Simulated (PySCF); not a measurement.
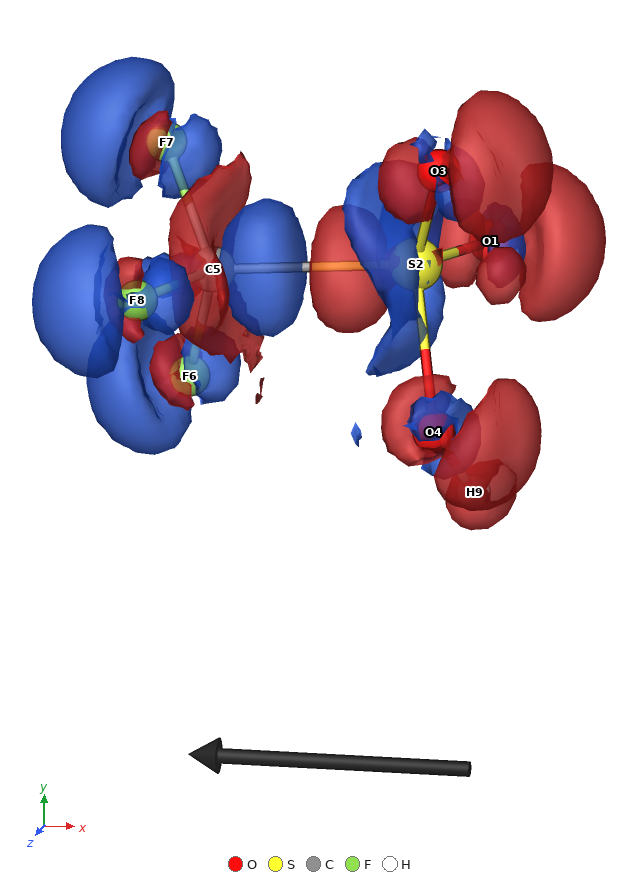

*CHF3O3S, SMILES `O=S(=O)(O)C(F)(F)F`. Change of the electron density in a uniform field of 0.21 V/Å along −x (arrow), surfaces at ±0.002 e/Å³ (red: gain, blue: loss).*

Level of theory: PBE0/6-31G* (PySCF), at a geometry from GFN2-xTB. No frequency check shows the geometry to be a minimum. A basis without diffuse functions makes polarisabilities too small. GFN2-xTB bond lengths at metals and heavier atoms can be off by up to 0.1 Å and shapes distorted, which carries into these values.

Geometry (Å), atoms numbered from 1:

```
O1       1.2762    0.0323   -1.3949
S2       0.8647    0.1488   -0.0414
O3       1.2429    1.2504    0.7553
O4       1.1910   -1.2018    0.7167
C5      -0.9977    0.0108   -0.0045
F6      -1.3276   -1.1487   -0.5666
F7      -1.5647    0.9954   -0.6802
F8      -1.4366    0.0219    1.2422
H9       1.4303   -1.9098    0.1124
```

The field was applied in both directions; the picture shows the one opposite to the script's first.

Q: What dipole is induced, and what polarisability does it imply?

A: The induced dipole is 0.37 D (along the field); α along this axis, from the fields in both directions, is 37 bohr³ (5.4 Å³).
